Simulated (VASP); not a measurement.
Band structure of Pd (fcc). Computed with PBEsol GGA, VASP's PBE PAW potentials (set 64) (plane waves; VASP).

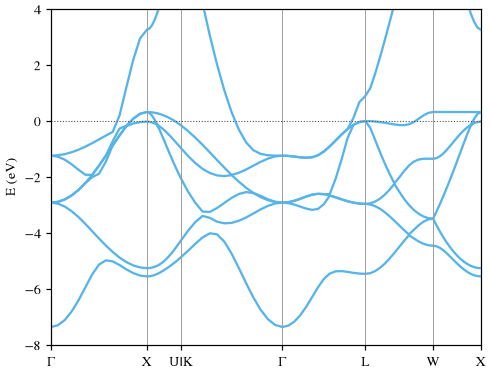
Fig. 1. Bands along high-symmetry lines, zero at the valence-band maximum or, without a gap, the Fermi level

Question: Read the plot: is there a gap, and where are the band edges?

Answer: It has no gap at this level: it comes out as a metal or semimetal. (Edges off the drawn lines would not show.)

The compound is Pd in the fcc structure. It was relaxed first.
